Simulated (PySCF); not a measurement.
Bond stretch in CS, singlet.

Levels of theory: RKS-CAM-B3LYP = PySCF with restricted CAM-B3LYP/6-31G; UMP2 = PySCF with MP2 on UHF/6-31G, 6 core orbitals frozen; NEVPT2 = PySCF 2.14.0 with SC-NEVPT2 on CASSCF(10,8)/6-31G, all electrons correlated.

Energies are in kcal/mol, each relative to the lowest point of its own curve near equilibrium.

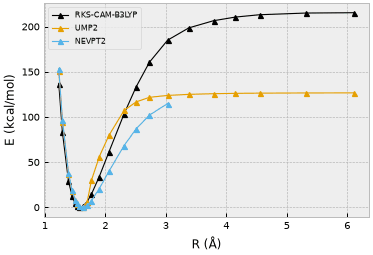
Figure: Energy against bond length for each method.

| R / Å | RKS-CAM-B3LYP | UMP2 | NEVPT2 |
|---|---|---|---|
| 1.23 | 136.8 | 150.7 | 153.1 |
| 1.29 | 83.0 | 94.4 | 96.4 |
| 1.39 | 29.3 | 36.7 | 38.2 |
| 1.45 | 12.3 | 17.5 | 18.6 |
| 1.50 | 4.2 | 7.7 | 8.5 |
| 1.53 | 1.6 | 3.9 | 4.6 |
| 1.57 | 0.0 | 1.0 | 1.4 |
| 1.63 | 1.1 | 0.0 | 0.0 |
| 1.70 | 6.4 | 6.1 | 2.2 |
| 1.77 | 14.5 | 29.9 | 7.3 |
| 1.90 | 34.0 | 56.0 | 20.7 |
| 2.06 | 61.3 | 79.6 | 39.9 |
| 2.31 | 103.4 | 107.1 | 68.3 |
| 2.51 | 133.3 | 116.6 | 86.8 |
| 2.73 | 160.6 | 121.7 | 102.0 |
| 3.03 | 184.9 | 123.7 | 114.8 |
| 3.38 | 198.5 | 124.9 | — |
| 3.79 | 206.4 | 125.7 | — |
| 4.15 | 210.5 | 126.0 | — |
| 4.55 | 213.0 | 126.3 | — |
| 5.32 | 214.9 | 126.5 | — |
| 6.12 | 215.3 | 126.6 | — |

At the longest distance, 6.12 Å, RKS-CAM-B3LYP lies highest above its minimum (215.3 kcal/mol) and UMP2 lowest (126.6 kcal/mol).

A dash means that the run gave no value there, or that the column was ended at a point which the program doubted or which failed a test of continuity chosen for this set; such a test can also cut sound points.

The restricted form behind RKS-CAM-B3LYP keeps the bonding electrons paired and can't separate into open-shell fragments. The unrestricted solution behind UMP2 changes between 2.06 and 2.31 Å, which can leave a kink. The unrestricted determinant behind UMP2 is spin-contaminated at 1.70 to 6.12 Å (<S²> up to 2.0, against 0.00 for a pure singlet).
